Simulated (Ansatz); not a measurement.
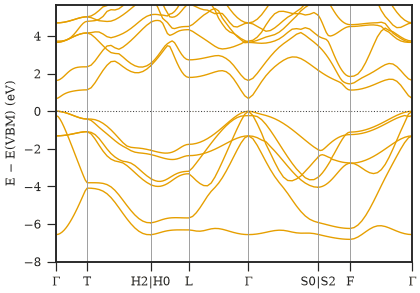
Figure. Band structure from LDA in the plane-wave PAW code Ansatz

### Question
Read off the gap and where the band edges lie.

### Answer
About 0.7 eV (0.68 eV by a search for the band edges); maximum at Γ, minimum at Γ.

The material is InGaP2 in space group R3m (No. 160; In on 3a, Ga on 3a, P on 3a, P on 3a).

The first step of the workflow began from a Materials Project structure, measured or hypothetical; the Crystallography Open Database copy checked does not list it. With In and Ga taken as one species the cell has the higher symmetry F-43m, so it may be an ordered model of a mixed-site phase. Its standing as an ambient phase is unchecked. The cell was relaxed with LDA under the symmetry of its start; of distortions, only those at the zone centre were tested. Spin–orbit coupling is left out wherever it is not named.

Potentials: the later of the program's two PAW sets.
